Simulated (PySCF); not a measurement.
Si(H)2(Et)(NMe2), C4H13NSi, SMILES CN(C)[SiH2]CC, singlet at its GFN2-xTB optimised geometry (Å):

```
19

Si    -0.3846    -0.4987     0.0000
C     -1.0014     1.2957     0.0000
C     -2.4914     1.3704    -0.3028
N      1.3357    -0.4987     0.0000
C      2.1278     0.4559     0.7354
C      2.0407    -1.7372    -0.2057
H     -0.7567    -1.1896    -1.2406
H     -1.0199    -1.2017     1.1361
H     -0.8215     1.7656     0.9682
H     -0.4594     1.8849    -0.7409
H     -2.8441     2.4010    -0.2924
H     -3.0598     0.8091     0.4350
H     -2.7033     0.9475    -1.2816
H      2.3874     0.0862     1.7354
H      3.0598     0.6536     0.1970
H      1.5818     1.3884     0.8402
H      1.4395    -2.4010    -0.8199
H      2.9897    -1.5460    -0.7142
H      2.2579    -2.2450     0.7422
```

Level of theory: B3LYP/def2-SVP (PySCF).

Map of the deformation density (molecule minus spherical neutral atoms) (e/bohr³) on the plane z = 1.5 Å:

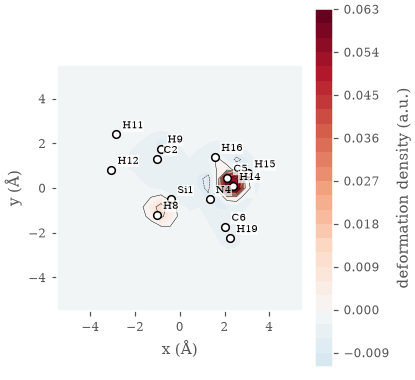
Fig. 1. Deformation density (molecule minus spherical neutral atoms) (e/bohr³) on the plane z = 1.5 Å.
